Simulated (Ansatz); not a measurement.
**Li(110)/SiO2(001) interface (160 atoms): close-ups with forces and charges**

The cell holds 160 atoms: 40 Li, 40 Si and 80 O. Cell: a = 15.068 Å, b = 11.820 Å, c = 20.763 Å, α = 90.0°, β = 90.0°, γ = 101.3°. It derives from Li and SiO2. Bcc Li(110), 2 repeat layers, 20 surface cells, strained -0.86 and +1.53 %; rutile SiO2(001), 2 layers, 10 cells, +0.00 and +0.00 %; outer planes 2.29 Å apart, 12 Å of vacuum above; not relaxed, displaced by a Gaussian of 0.02 Å. Regions: Li, 40 atoms (40 Li); SiO2, 120 atoms (40 Si and 80 O). Vacuum lies along c.

Method: Kohn-Sham DFT, RPBE, PAW (set soft_2), plane waves (Ansatz 0.2.0; cutoff 420 eV, Γ point, gaussian smearing of 0.025 eV), at the geometry as built.

The whole cell was solved; only parts of it are printed.

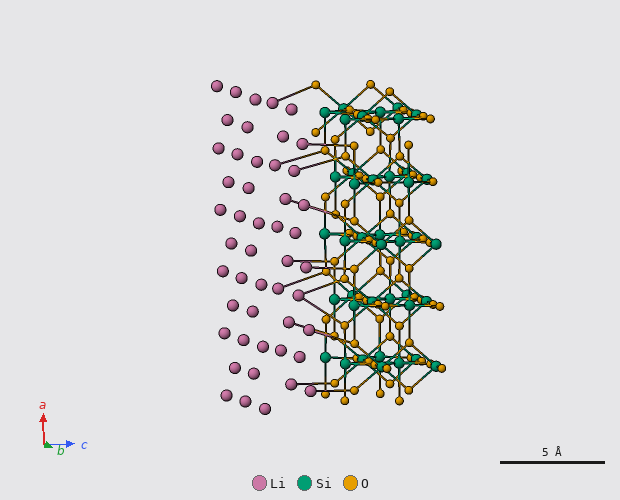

The whole cell (lithium pink, silicon teal, oxygen orange). Bonds to atoms that aren't drawn are left out. Some periodic images of atoms are drawn too.

Local excerpt of 37 atoms (numbers count through the whole input) about O111, which bears the longest force; x, y, z are measured from there.

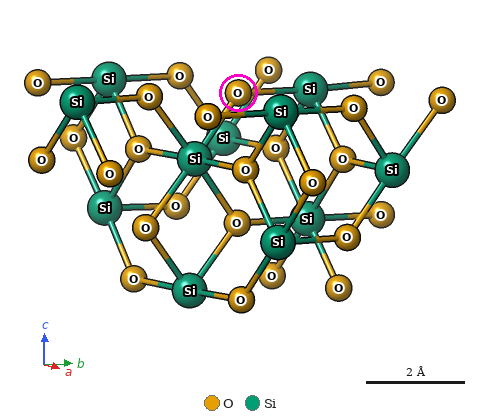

The atoms of the table, within 4.6 Å (arrows a, b, c point along x, y, z); some may hide others; the central atom is ringed.

| atom | x | y | z | distance (Å) | bonds | intrinsic-atomic-orbital charge (e) | Fx | Fy | Fz (eV/Å) |
| --- | --- | --- | --- | --- | --- | --- | --- | --- | --- |
| O111 | 0.00 | 0.00 | 0.00 | 0.00 | 2 | -0.81 | -0.97 | 4.60 | 3.30 |
| Si119 | 0.22 | -1.05 | -1.31 | 1.69 | 6 | 1.64 | 0.07 | -1.28 | 0.14 |
| Si108 | -0.36 | 1.80 | -0.01 | 1.84 | 4 | 1.57 | -0.01 | 0.07 | -5.16 |
| O88 | 0.41 | -2.21 | 0.02 | 2.25 | 2 | -0.79 | 1.01 | -3.91 | 2.82 |
| O74 | 1.97 | -0.72 | -1.33 | 2.48 | 3 | -0.80 | 0.17 | -0.06 | 0.29 |
| O121 | -1.55 | -1.48 | -1.31 | 2.51 | 3 | -0.80 | 0.69 | 0.56 | -0.43 |
| O109 | 0.80 | 2.03 | -1.32 | 2.55 | 3 | -0.80 | -0.79 | 0.08 | 0.31 |
| O110 | -1.48 | 1.59 | -1.35 | 2.56 | 3 | -0.81 | -0.30 | -0.08 | 0.72 |
| O105 | 0.02 | 0.06 | -2.68 | 2.68 | 3 | -0.81 | -0.68 | 0.22 | 0.15 |
| O124 | -3.03 | 0.12 | -0.02 | 3.04 | 2 | -0.81 | 0.86 | -3.65 | 2.70 |
| O76 | 2.77 | 1.30 | -0.01 | 3.06 | 2 | -0.81 | 0.86 | -4.28 | 3.35 |
| Si72 | 3.11 | -0.51 | -0.01 | 3.15 | 4 | 1.55 | 0.15 | -0.02 | -5.61 |
| Si120 | -2.68 | -1.66 | -0.01 | 3.15 | 4 | 1.57 | -0.20 | -0.16 | -4.97 |
| Si102 | -0.36 | 1.82 | -2.67 | 3.25 | 6 | 1.63 | 0.41 | 0.10 | -1.82 |
| O82 | 0.45 | -2.22 | -2.67 | 3.50 | 3 | -0.80 | 0.08 | -0.30 | 0.03 |
| O112 | -0.73 | 3.57 | 0.05 | 3.64 | 2 | -0.81 | 0.76 | -3.48 | 2.35 |
| Si107 | 2.51 | 2.33 | -1.34 | 3.68 | 6 | 1.64 | 0.65 | 1.52 | 1.16 |
| Si155 | -3.26 | 1.25 | -1.36 | 3.75 | 6 | 1.65 | 0.16 | -0.74 | 1.92 |
| O70 | 2.76 | 1.25 | -2.67 | 4.03 | 3 | -0.81 | 0.42 | -0.77 | -0.25 |
| O118 | -3.02 | 0.12 | -2.70 | 4.05 | 3 | -0.81 | 0.24 | -1.51 | 0.73 |
| Si84 | 0.82 | -4.03 | 0.00 | 4.11 | 4 | 1.56 | -0.53 | 0.39 | -5.24 |
| Si114 | -2.68 | -1.66 | -2.65 | 4.12 | 6 | 1.64 | 0.05 | -0.18 | -1.98 |
| Si66 | 3.11 | -0.48 | -2.69 | 4.14 | 6 | 1.63 | -0.07 | -0.86 | -1.10 |
| O123 | -2.31 | -3.44 | 0.01 | 4.14 | 2 | -0.80 | -0.93 | 3.55 | 2.80 |
| O75 | 3.45 | -2.32 | -0.02 | 4.15 | 2 | -0.81 | -0.75 | 4.12 | 3.32 |
| Si113 | 0.24 | -1.08 | -4.01 | 4.16 | 4 | 1.09 | 0.15 | -0.28 | 3.60 |
| O147 | -3.49 | 2.33 | -0.01 | 4.19 | 2 | -0.81 | -0.63 | 3.91 | 3.18 |
| O99 | 2.30 | 3.51 | 0.05 | 4.20 | 2 | -0.80 | -0.58 | 3.37 | 2.62 |
| O85 | 1.92 | -3.77 | -1.34 | 4.44 | 3 | -0.80 | 0.48 | 0.12 | 0.96 |
| O122 | -3.80 | -1.88 | -1.34 | 4.45 | 3 | -0.80 | -0.77 | -0.53 | 0.23 |
| O73 | 4.24 | -0.29 | -1.33 | 4.46 | 3 | -0.80 | 0.34 | 0.00 | 0.35 |
| O86 | -0.33 | -4.24 | -1.32 | 4.46 | 3 | -0.80 | -0.08 | 0.35 | 0.31 |
| O68 | 1.96 | -0.72 | -4.00 | 4.51 | 2 | -0.92 | -1.52 | -0.58 | -2.53 |
| O103 | 0.79 | 2.03 | -3.96 | 4.52 | 2 | -0.91 | 1.73 | 0.52 | -2.66 |
| O115 | -1.57 | -1.48 | -3.98 | 4.53 | 2 | -0.90 | 2.76 | 0.79 | -2.90 |
| O104 | -1.49 | 1.60 | -3.97 | 4.54 | 2 | -0.90 | -2.19 | -0.33 | -2.94 |
| O106 | -0.70 | 3.65 | -2.67 | 4.58 | 3 | -0.81 | 0.25 | -2.40 | 0.18 |

The column of bonds counts only the pairs O-Si within 2.16 Å; other neighbours, such as metal atoms beside each other in a compound, aren't counted, and periodic images can show an atom twice.

A closer look about Si53, whose charge lies farthest from its element's mean: 46 atoms, nearest first, numbered in the order of the input, with positions taken from that point.

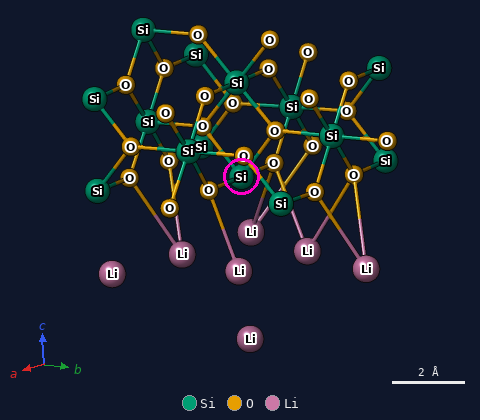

The atoms of the table, within 5.0 Å (arrows a, b, c point along x, y, z); some may hide others; the central atom is ringed.

| atom | x | y | z | distance (Å) | bonds | intrinsic-atomic-orbital charge (e) | Fx | Fy | Fz (eV/Å) |
| --- | --- | --- | --- | --- | --- | --- | --- | --- | --- |
| Si53 | 0.00 | 0.00 | 0.00 | 0.00 | 4 | 1.01 | 0.11 | 0.16 | 3.43 |
| O154 | 0.27 | -1.11 | 1.38 | 1.80 | 3 | -0.80 | -0.56 | -0.49 | -1.04 |
| O129 | -0.26 | 1.12 | 1.40 | 1.81 | 3 | -0.81 | 0.29 | 0.70 | -1.38 |
| O55 | -1.81 | -0.33 | 0.00 | 1.84 | 2 | -0.90 | 2.78 | 0.30 | -2.18 |
| O140 | 1.82 | 0.36 | 0.01 | 1.86 | 2 | -0.91 | -2.67 | -0.16 | -2.16 |
| Si59 | 0.00 | -0.02 | 2.71 | 2.71 | 6 | 1.65 | -0.07 | 0.50 | 1.40 |
| Li20 | -1.32 | 1.17 | -2.27 | 2.87 | 0 | 0.34 | -0.25 | 0.08 | 0.90 |
| Li30 | 0.72 | -1.70 | -2.27 | 2.93 | 0 | 0.34 | 0.10 | -0.22 | 0.97 |
| Li12 | 1.67 | 1.20 | -2.25 | 3.05 | 0 | 0.32 | 0.00 | -0.11 | 1.21 |
| O151 | 1.72 | -2.65 | 0.02 | 3.16 | 2 | -0.90 | 1.54 | 0.24 | -2.21 |
| O152 | -0.53 | -3.12 | 0.02 | 3.16 | 2 | -0.91 | -1.99 | -0.54 | -2.18 |
| O128 | -1.71 | 2.69 | 0.02 | 3.19 | 2 | -0.91 | -2.20 | -0.76 | -2.26 |
| O127 | 0.56 | 3.19 | 0.02 | 3.24 | 2 | -0.89 | 1.73 | -0.20 | -2.34 |
| Si150 | 0.58 | -2.88 | 1.38 | 3.24 | 6 | 1.63 | 0.57 | 0.07 | -2.78 |
| O146 | 1.77 | 0.34 | 2.70 | 3.25 | 3 | -0.81 | -0.27 | 0.29 | 0.13 |
| Si126 | -0.61 | 2.90 | 1.37 | 3.26 | 6 | 1.63 | 0.94 | -0.34 | -1.96 |
| Si54 | -2.91 | -0.55 | 1.38 | 3.26 | 6 | 1.63 | 0.47 | -0.62 | -1.76 |
| O61 | -1.78 | -0.36 | 2.72 | 3.27 | 3 | -0.81 | 0.86 | 0.02 | -0.06 |
| Si138 | 2.91 | 0.62 | 1.37 | 3.28 | 6 | 1.63 | -0.49 | -0.83 | -2.33 |
| Li28 | -2.30 | -1.75 | -2.24 | 3.66 | 0 | 0.33 | 0.12 | 0.34 | 0.88 |
| O57 | -2.51 | -2.36 | 1.36 | 3.71 | 3 | -0.81 | -0.47 | 1.57 | -0.20 |
| O141 | 3.25 | -1.21 | 1.38 | 3.73 | 3 | -0.82 | -0.06 | 2.14 | -0.98 |
| O58 | -3.26 | 1.20 | 1.38 | 3.74 | 3 | -0.81 | 0.42 | -0.69 | -0.72 |
| O142 | 2.56 | 2.37 | 1.37 | 3.75 | 3 | -0.81 | 0.27 | -1.78 | -0.35 |
| O56 | -4.00 | -0.79 | 0.02 | 4.08 | 2 | -0.90 | -2.28 | -0.63 | -2.29 |
| O157 | 1.72 | -2.63 | 2.69 | 4.14 | 3 | -0.81 | 0.54 | -0.62 | 0.38 |
| O139 | 4.05 | 0.83 | -0.01 | 4.14 | 2 | -0.91 | 1.89 | 0.35 | -2.24 |
| O158 | -0.51 | -3.12 | 2.68 | 4.14 | 3 | -0.81 | -1.27 | -0.53 | 0.93 |
| Si125 | 2.32 | 3.45 | 0.06 | 4.16 | 4 | 1.13 | -0.17 | -0.29 | 2.40 |
| O133 | 0.54 | 3.13 | 2.70 | 4.17 | 3 | -0.81 | 1.37 | 0.22 | -0.08 |
| O135 | -0.22 | 1.11 | 4.01 | 4.17 | 2 | -0.82 | -0.74 | 3.89 | 3.24 |
| O160 | 0.24 | -1.14 | 4.01 | 4.17 | 2 | -0.82 | 0.65 | -3.61 | 3.22 |
| Si149 | 3.47 | -2.34 | 0.03 | 4.18 | 4 | 1.08 | -0.09 | -0.02 | 3.39 |
| O134 | -1.66 | 2.70 | 2.73 | 4.18 | 3 | -0.82 | -2.76 | -0.69 | -0.46 |
| Si65 | -2.33 | -3.47 | 0.03 | 4.19 | 4 | 1.07 | 0.40 | 0.17 | 2.46 |
| Si89 | -3.48 | 2.34 | 0.03 | 4.20 | 4 | 1.07 | 0.10 | -0.02 | 2.55 |
| Li22 | 3.73 | -1.71 | -2.24 | 4.67 | 0 | 0.21 | 0.45 | 0.53 | -0.69 |
| Li10 | -0.43 | 4.10 | -2.28 | 4.71 | 0 | 0.34 | 0.15 | -0.23 | 0.95 |
| Li29 | -0.30 | -0.22 | -4.74 | 4.75 | 0 | 0.16 | -0.01 | -0.04 | 0.09 |
| O62 | -4.02 | -0.81 | 2.70 | 4.91 | 3 | -0.80 | -1.11 | -0.16 | 0.40 |
| O145 | 4.02 | 0.80 | 2.70 | 4.91 | 3 | -0.81 | 1.50 | 0.22 | -0.10 |
| O130 | -0.98 | 4.63 | 1.34 | 4.92 | 3 | -0.80 | 0.58 | 0.26 | 0.31 |
| Si71 | -2.28 | -3.46 | 2.68 | 4.94 | 6 | 1.64 | -0.58 | 0.19 | 2.07 |
| Si155 | 3.48 | -2.28 | 2.67 | 4.94 | 6 | 1.65 | 0.16 | -0.74 | 1.92 |
| Si95 | -3.47 | 2.28 | 2.69 | 4.95 | 6 | 1.64 | -0.43 | 1.40 | 1.90 |
| Si156 | 0.59 | -2.87 | 4.02 | 4.98 | 4 | 1.56 | 0.29 | -0.27 | -5.27 |

The column of bonds counts only the pairs O-Si within 2.16 Å; other neighbours, such as metal atoms beside each other in a compound, aren't counted, and periodic images can show an atom twice.

The surroundings of O99, picked at random, nearest first, numbered as they follow in the input and with coordinates relative to it.

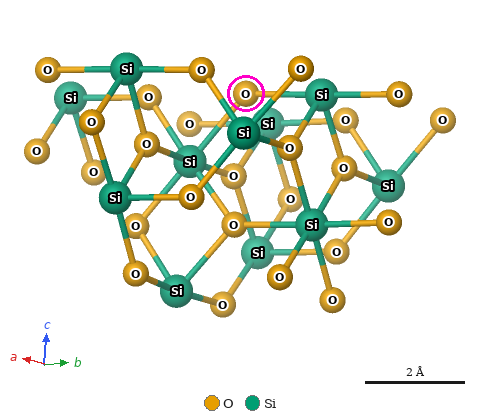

The atoms of the table, within 4.6 Å (arrows a, b, c point along x, y, z); some may hide others; the central atom is ringed.

| atom | x | y | z | distance (Å) | bonds | intrinsic-atomic-orbital charge (e) | Fx | Fy | Fz (eV/Å) |
| --- | --- | --- | --- | --- | --- | --- | --- | --- | --- |
| O99 | 0.00 | 0.00 | 0.00 | 0.00 | 2 | -0.80 | -0.58 | 3.37 | 2.62 |
| Si96 | -0.35 | 1.74 | -0.04 | 1.77 | 4 | 1.58 | 0.37 | 0.40 | -5.10 |
| Si107 | 0.21 | -1.18 | -1.38 | 1.83 | 6 | 1.64 | 0.65 | 1.52 | 1.16 |
| O76 | 0.47 | -2.21 | -0.06 | 2.26 | 2 | -0.81 | 0.86 | -4.28 | 3.35 |
| O98 | -1.44 | 1.55 | -1.35 | 2.51 | 3 | -0.81 | -2.02 | -0.54 | -0.16 |
| O109 | -1.51 | -1.48 | -1.36 | 2.51 | 3 | -0.80 | -0.79 | 0.08 | 0.31 |
| O97 | 0.77 | 2.00 | -1.35 | 2.53 | 3 | -0.80 | 1.00 | -0.09 | 0.08 |
| O62 | 2.00 | -0.78 | -1.37 | 2.55 | 3 | -0.80 | -1.11 | -0.16 | 0.40 |
| O93 | 0.01 | -0.01 | -2.70 | 2.70 | 3 | -0.80 | 0.16 | 0.20 | -0.32 |
| O64 | 2.78 | 1.22 | -0.07 | 3.04 | 2 | -0.82 | 0.70 | -3.59 | 3.35 |
| O112 | -3.04 | 0.05 | 0.00 | 3.04 | 2 | -0.81 | 0.76 | -3.48 | 2.35 |
| Si60 | 3.10 | -0.53 | -0.03 | 3.15 | 4 | 1.57 | 0.18 | -0.35 | -5.63 |
| Si108 | -2.67 | -1.71 | -0.06 | 3.17 | 4 | 1.57 | -0.01 | 0.07 | -5.16 |
| Si90 | -0.35 | 1.78 | -2.73 | 3.27 | 6 | 1.64 | -0.02 | -0.31 | -0.87 |
| O70 | 0.45 | -2.26 | -2.71 | 3.56 | 3 | -0.81 | 0.42 | -0.77 | -0.25 |
| O100 | -0.69 | 3.54 | -0.05 | 3.60 | 2 | -0.81 | 0.64 | -3.47 | 3.00 |
| Si95 | 2.55 | 2.30 | -1.38 | 3.70 | 6 | 1.64 | -0.43 | 1.40 | 1.90 |
| Si143 | -3.25 | 1.18 | -1.37 | 3.72 | 6 | 1.64 | 0.50 | 0.68 | 1.42 |
| O58 | 2.76 | 1.22 | -2.69 | 4.04 | 3 | -0.81 | 0.42 | -0.69 | -0.72 |
| O106 | -3.01 | 0.14 | -2.72 | 4.06 | 3 | -0.81 | 0.25 | -2.40 | 0.18 |
| Si72 | 0.80 | -4.03 | -0.05 | 4.10 | 4 | 1.55 | 0.15 | -0.02 | -5.61 |
| Si54 | 3.11 | -0.52 | -2.69 | 4.15 | 6 | 1.63 | 0.47 | -0.62 | -1.76 |
| O87 | -3.46 | 2.31 | -0.02 | 4.16 | 2 | -0.81 | -0.64 | 3.43 | 2.53 |
| Si102 | -2.66 | -1.69 | -2.72 | 4.16 | 6 | 1.63 | 0.41 | 0.10 | -1.82 |
| O63 | 3.48 | -2.32 | -0.04 | 4.18 | 2 | -0.80 | -0.65 | 3.30 | 2.85 |
| O51 | 2.31 | 3.49 | -0.07 | 4.19 | 2 | -0.80 | -0.59 | 3.26 | 3.08 |
| O111 | -2.30 | -3.51 | -0.05 | 4.20 | 2 | -0.81 | -0.97 | 4.60 | 3.30 |
| Si101 | 0.28 | -1.17 | -4.07 | 4.25 | 4 | 1.03 | -1.15 | 1.32 | 4.19 |
| O61 | 4.24 | -0.33 | -1.35 | 4.46 | 3 | -0.81 | 0.86 | 0.02 | -0.06 |
| O74 | -0.34 | -4.24 | -1.37 | 4.47 | 3 | -0.80 | 0.17 | -0.06 | 0.29 |
| O110 | -3.78 | -1.92 | -1.40 | 4.47 | 3 | -0.81 | -0.30 | -0.08 | 0.72 |
| O73 | 1.94 | -3.80 | -1.37 | 4.48 | 3 | -0.80 | 0.34 | 0.00 | 0.35 |
| O94 | -0.72 | 3.53 | -2.69 | 4.50 | 3 | -0.81 | 0.16 | -0.40 | -0.44 |
| O103 | -1.51 | -1.48 | -4.01 | 4.54 | 2 | -0.91 | 1.73 | 0.52 | -2.66 |
| O91 | 0.76 | 2.02 | -4.02 | 4.57 | 2 | -0.90 | 2.64 | 0.19 | -2.94 |
| O92 | -1.45 | 1.53 | -4.07 | 4.58 | 2 | -0.91 | -2.60 | -0.32 | -2.68 |
| O56 | 2.02 | -0.77 | -4.05 | 4.59 | 2 | -0.90 | -2.28 | -0.63 | -2.29 |

The column of bonds counts only the pairs O-Si within 2.16 Å; other neighbours, such as metal atoms beside each other in a compound, aren't counted, and periodic images can show an atom twice.

Neighbours are counted within 2.16 Å (O-Si), cutoffs set anew for this text.

Length of the force by element and coordination:

| element | coordination | atoms | mean length of the force (eV/Å) | spread | least | most |
| --- | --- | --- | --- | --- | --- | --- |
| Li | all | 40 | 0.542 | 0.508 | 0.0192 | 1.50 |
| O | all | 80 | 2.68 | 1.60 | 0.311 | 5.75 |
| O | 2 | 40 | 4.10 | 0.808 | 2.71 | 5.75 |
| O | 3 | 40 | 1.26 | 0.654 | 0.311 | 2.88 |
| Si | all | 40 | 3.07 | 1.41 | 0.920 | 5.64 |
| Si | 4 | 20 | 4.18 | 1.13 | 2.03 | 5.64 |
| Si | 6 | 20 | 1.97 | 0.530 | 0.920 | 2.85 |

Intrinsic-atomic-orbital charges by element and coordination:

| element | coordination | atoms | mean charge (e) | spread | least | most |
| --- | --- | --- | --- | --- | --- | --- |
| Li | all | 40 | 0.183 | 0.129 | -0.0238 | 0.396 |
| O | all | 80 | -0.832 | 0.0412 | -0.92 | -0.794 |
| O | 2 | 40 | -0.855 | 0.0475 | -0.92 | -0.794 |
| O | 3 | 40 | -0.808 | 0.0052 | -0.819 | -0.798 |
| Si | all | 40 | 1.48 | 0.234 | 1.01 | 1.65 |
| Si | 4 | 20 | 1.32 | 0.246 | 1.01 | 1.60 |
| Si | 6 | 20 | 1.64 | 0.0063 | 1.63 | 1.65 |

Only the Γ point is sampled, in a cell whose shortest periodic width is 12 Å, which is coarse for a cell with partly filled levels.

[Hosts, paths, dates, database ids (printed as entryN), source tags and the programs' standing remarks are cut or masked in the printed files.]
